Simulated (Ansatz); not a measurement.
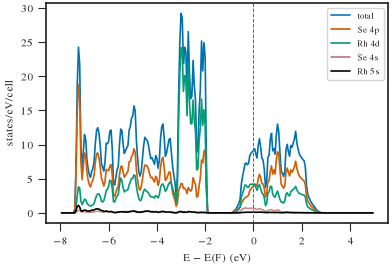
*Total and projected density of states of RhSe₂ in space group Pa-3 (No. 205; Rh on 4a, Se on 8c), r²SCAN in the plane-wave PAW code Ansatz*

Which orbitals carry the states next to the Fermi level?

Within 0.5 eV of the Fermi level: Rh 4d 45 %, Se 4p 44 %, Se 4s 7 %. Projections are on Löwdin-orthogonalised atomic valence shells; empty p or d shells of many metals are not among them.

Where is the tallest occupied peak in this window, and what makes it?

Near -3.0 eV, about 29 states/eV per cell; the largest projected share is Rh 4d.

The workflow started from an entry of the Crystallography Open Database (COD). Its standing as an ambient phase is unchecked. The r²SCAN relaxation kept the symmetry of its start; its stability against distortions is not shown here. No spin polarisation was allowed. Scalar-relativistic: spin–orbit coupling is off unless named, which matters more the heavier the elements.

Potentials: the later of the program's two PAW sets.
